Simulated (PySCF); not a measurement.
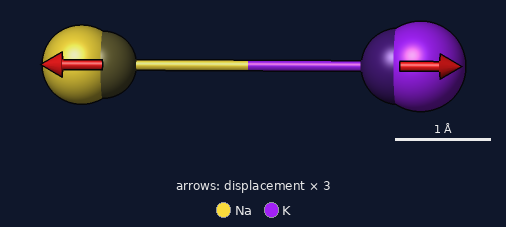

A relaxation of KNa. The starting structure is drawn faded, the final one solid; red arrows show the displacements, 3 times their true length. The two geometries are superimposed by the best rigid fit.

Style: ball-and-stick. Shown face on.

The start comes from GFN2-xTB. Its atoms were then displaced at random by about 0.03 Å.

All numbers below come from PySCF 2.14.0, density-fitted response routines, PBE0-D3(BJ)/def2-SVP geometry optimisation, gas phase. 

Question: What happened in the run?

Answer: After 4 geometry steps the energy has fallen by 9.45 kJ/mol. The largest moves after the best rigid fit, 0.22 Å, are those of Na and K atoms. By element the largest moves are Na 0.22 Å, K 0.22 Å. Near-neighbour distances that change, for instance: K–Na 3.130 → 3.578 Å. Cost: 2.6 s on 1 thread of Intel(R) Xeon(R) Platinum 8259CL CPU @ 2.50GHz (shared host).
